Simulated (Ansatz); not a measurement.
## Response to strain in Ti

Base system: Ti in the hcp (Mg type) structure (space group P6_3/mmc, No. 194; a = 2.940 Å, c = 4.654 Å; relaxed with 0.1 eV smearing).

Strains are applied to the cell and any free atomic positions relax.

All numbers come from Kohn–Sham DFT with the PBE functional, run in Ansatz (an electronic-structure program) with PAW and 420 eV plane waves, no spin-orbit coupling.

Notes on the quantities. pressure: mean of the normal stresses, compression positive.

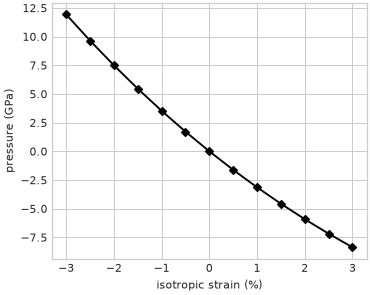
Figure: Pressure against isotropic strain

Question: From the plot, what is the pressure for isotropic strain −3.00 %?

Answer: About 12 GPa.

Question: Is the trend monotonic over the range shown?

Answer: Yes, it falls throughout, spanning -8.4 GPa to 11.9 GPa.

Whether these cells are dynamically stable was not tested. The final runs are not spin-polarised.
